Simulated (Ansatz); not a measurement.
Consider C4H9Cl (SMILES CC(C)CCl).

```xyz
14

C    -0.5733   -0.5932    1.2304
C     0.1032    0.3156    0.2114
C     1.3719   -0.3176   -0.3346
C    -0.8928    0.6373   -0.8865
Cl   -0.2837    1.8578   -2.0405
H    -0.8706   -1.5414    0.7720
H    -1.4670   -0.1297    1.6559
H     0.1085   -0.8241    2.0518
H     0.3641    1.2591    0.7044
H     2.0823   -0.5162    0.4709
H     1.1473   -1.2709   -0.8240
H     1.8580    0.3307   -1.0651
H    -1.8155    1.0447   -0.4736
H    -1.1323   -0.2520   -1.4725
```

Geometry: PBE0-D4/def2-TZVP.

All numbers below come from Ansatz, RKS PBE0-D4/def2-TZVPP.

Q: Predict the electron density and electron localisation function between the atoms.

A: C–C (1.52 Å): ρ is about 1.7 e/Å³ halfway; the ELF peaks at about 0.95 between the atoms; a shared electron pair.
C–Cl (1.79 Å): ρ is about 1.3 e/Å³ halfway; the ELF peaks at about 0.90 between the atoms, as expected for a shared electron pair.
C–H (1.09 Å): ρ is about 2 e/Å³ halfway; the ELF climbs to about 1 towards the hydrogen, as it does in any bond to H; an ordinary covalent bond to hydrogen.

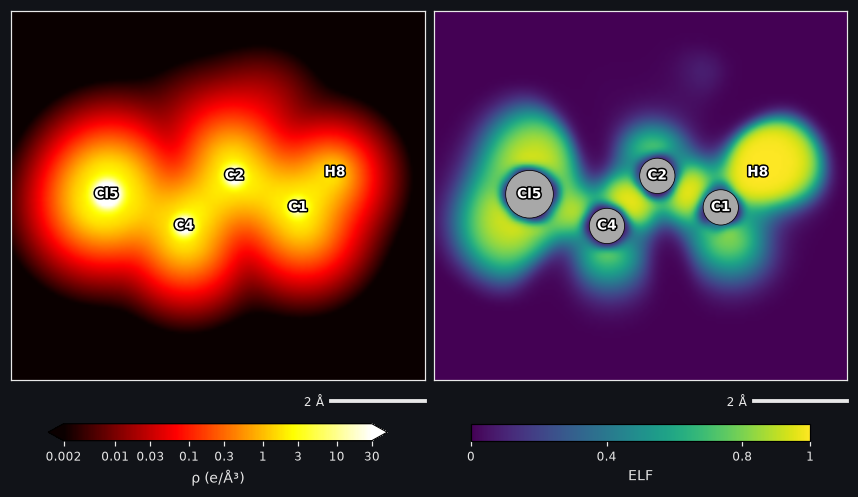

Computed electron density and electron localisation function on the plane of atoms C2, C4 and Cl5, in this order. Grey discs cover the atomic cores in the ELF map. 
